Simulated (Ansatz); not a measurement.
Cost and result by functional for the surface energy of the (11-22) surface of hcp Re in its 1x1 cell, outermost plane spacing 1.18 Å in the ideal cut, in Ansatz (plane waves, PAW). Single points on the PBE structure, on one kind of machine; costs are rough ratios of the slab run's core time (references not counted) to the cheapest single point. r2SCAN's cost holds its higher cutoff (500 against 420 eV). Differences are taken against r2SCAN for comparison alone: no measured value is at hand, so the table doesn't rank accuracy.

Model: 20-atom slab, 10.6 Å thick at the start, 8x7x1 mesh, Fermi-Dirac 0.1 eV, dipole correction, all atoms relaxed; start symmetry kept, larger cells not searched; no spin, no spin-orbit, no U. These notes are the PBE run's.

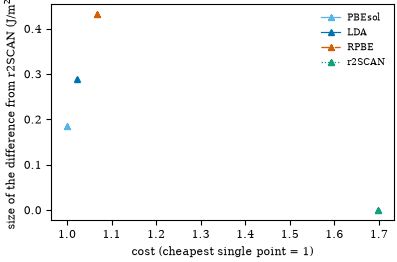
Fig. 1. Difference from r2SCAN against cost

```
functional                     relative cost  surface energy (J/m²)  less r2SCAN (J/m²)
-----------------------------  -------------  ---------------------  ------------------
PBEsol                                     1                   3.89                0.18
LDA                                        1                   3.99                0.29
RPBE                                       1                   3.27               -0.43
r2SCAN                                     2                   3.70                0.00
PBE (the relaxed run's value)              –                   3.48               -0.22
```

The values span 0.72 J/m², while the single points' costs differ by a factor of roughly 2. Differences are of unrounded values.

Ansatz is a program for electronic structure.
